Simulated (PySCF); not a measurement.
C7H11NSi2 (SMILES C#CCC(=C)[SiH2]N[SiH2]C#C)

| atom | x (Å) | y (Å) | z (Å) |
| --- | --- | --- | --- |
| C | -3.3171 | -1.4057 | -1.4383 |
| C | -3.1551 | -0.5298 | -0.6395 |
| C | -2.9180 | 0.5415 | 0.3071 |
| C | -1.4534 | 0.8975 | 0.3276 |
| C | -1.0393 | 2.0679 | -0.1343 |
| Si | -0.2852 | -0.3909 | 1.0608 |
| N | 1.2319 | -0.2298 | 0.2513 |
| Si | 2.7485 | -0.9526 | 0.6786 |
| C | 3.9403 | -0.3539 | -0.6068 |
| C | 4.7070 | 0.0256 | -1.4510 |
| H | -3.4768 | -2.1757 | -2.1321 |
| H | -3.5252 | 1.4078 | 0.0245 |
| H | -3.2288 | 0.2055 | 1.3013 |
| H | -1.7168 | 2.8090 | -0.5354 |
| H | 0.0033 | 2.3402 | -0.1267 |
| H | -0.8533 | -1.7370 | 0.9080 |
| H | -0.0576 | -0.1197 | 2.4866 |
| H | 1.1842 | 0.1526 | -0.6797 |
| H | 2.6882 | -2.4196 | 0.6339 |
| H | 3.1357 | -0.4762 | 2.0090 |
| H | 5.3784 | 0.3600 | -2.1898 |

Geometry: GFN2-xTB.

Method: PySCF 2.14.0, PBE0/pcSseg-1, SCF density, gas phase, non-relativistic.

> What will maps of the electron density and electron localisation function show?

C–C (1.20 Å): ρ at the midpoint is about 2.8 e/Å³; the ELF peaks at about 0.85 between the atoms (a short, multiple covalent bond).
Si–N (1.73 Å): ρ is about 1.1 e/Å³ halfway; the ELF peaks at about 0.90 between the atoms: a shared but strongly polarised pair.
C–Si (1.85 Å): ρ at the midpoint is about 0.92 e/Å³; the ELF peaks at about 0.95 between the atoms; a covalent bond.
N–H (1.01 Å): ρ at the midpoint is about 2.8 e/Å³; the ELF climbs to about 1 towards the hydrogen, as it does in any bond to H; a covalent bond by its length.

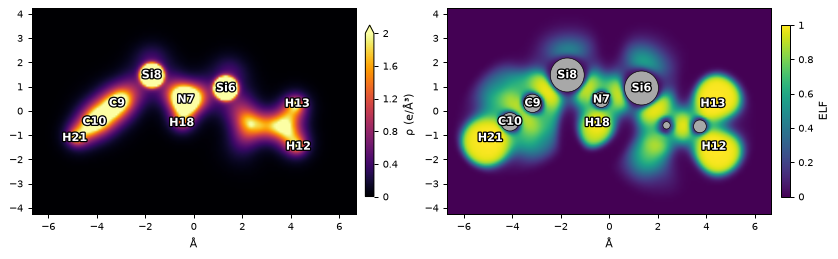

Computed electron density and electron localisation function on the plane of atoms Si6, N7 and Si8, in this order. Grey discs cover the atomic cores in the ELF map. 
